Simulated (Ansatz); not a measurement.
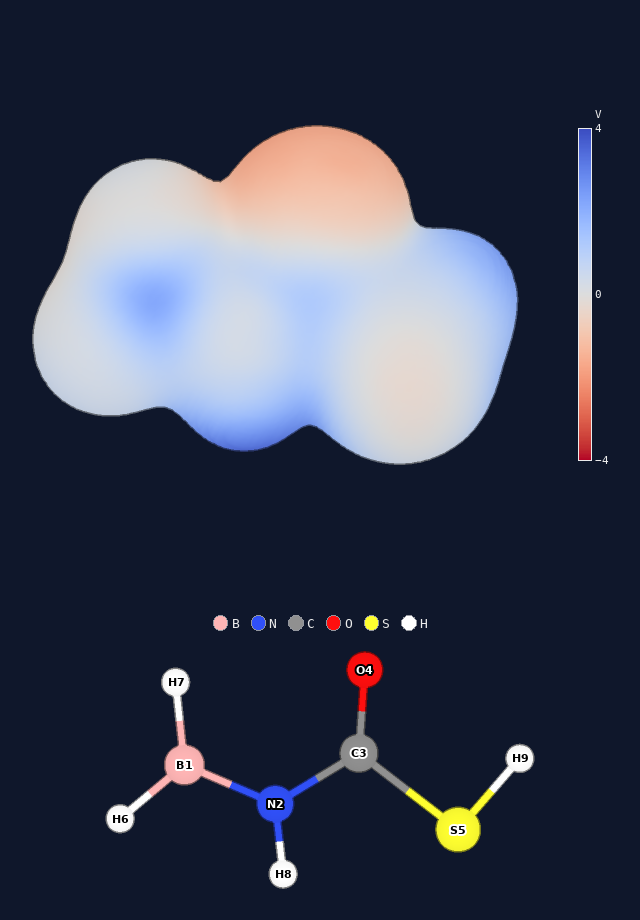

CH$_{4}$BNOS (SMILES BNC(=O)S). The electrostatic potential painted on the density surface at 0.004 e/bohr³, seen at a tilt; red is negative and blue positive. The bare structure is drawn below in the same view.

Geometry: PBE0-D4/def2-TZVP.

Level of theory: RKS PBE0-D4/def2-TZVPP (Ansatz).

```tsv
atom	x (Å)	y (Å)	z (Å)
B	0.0972	-0.3403	-1.6826
N	-0.3491	-0.3560	-0.3441
C	0.2347	0.3375	0.7128
O	1.1913	1.0458	0.6222
S	-0.6356	0.0341	2.2477
H	-0.5226	-0.9955	-2.4637
H	1.0486	0.3074	-1.9737
H	-1.1569	-0.9064	-0.0912
H	0.1809	0.8271	2.9555
```

Which sites attract a positive test charge, and which a negative one?

Answer. A positive charge is drawn to the negative regions and a negative charge to the positive ones. The most negative region (about −1.6 V, or −37 kcal/mol for a unit charge) lies over O4, the most positive (about +3.3 V, or +76 kcal/mol for a unit charge) over H8. O4 is the likeliest acceptor of a hydrogen bond.
